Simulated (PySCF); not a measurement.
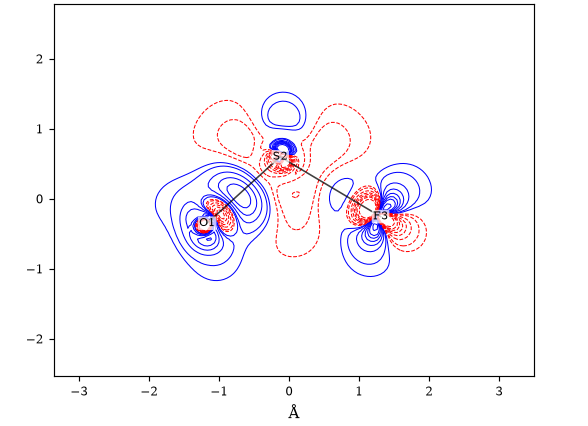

Figure. F2OS, SMILES `O=S(F)F`. Deformation density (molecule less spherical, spin-averaged free atoms) in the plane of O1, S2 and F3; contours at ±0.05 to ±0.8 e/Å³; solid blue lines: gain, dashed red lines: loss.

Computed with PySCF, PBE/6-311+G**, geometry: GFN2-xTB. No frequency check shows the geometry to be a minimum. GFN2-xTB bond lengths at metals and heavier atoms can be off by up to 0.1 Å and shapes distorted, which carries into these values.

How much density has each bond in this plane gained at its critical point, relative to the free atoms?

O1–S2: +0.20 e/Å³ at the bond critical point (bond length 1.41 Å). S2–F3: −0.03 e/Å³ at the bond critical point (bond length 1.67 Å); up to 0.6 Å beside the axis the gain reaches +0.09 e/Å³. In all, 1.0 electrons gather in the regions of gain relative to the promolecule. A small or negative value marks a very polar bond, one between electron-rich atoms, whose free-atom densities already overlap strongly, a long bond to a heavier atom, or a closed-shell contact such as a hydrogen bond.

Cost of the run: 6.7 s on 1 thread of Intel(R) Xeon(R) 6975P-C (Granite Rapids), with other jobs on the host, peak memory 0.34 GiB.
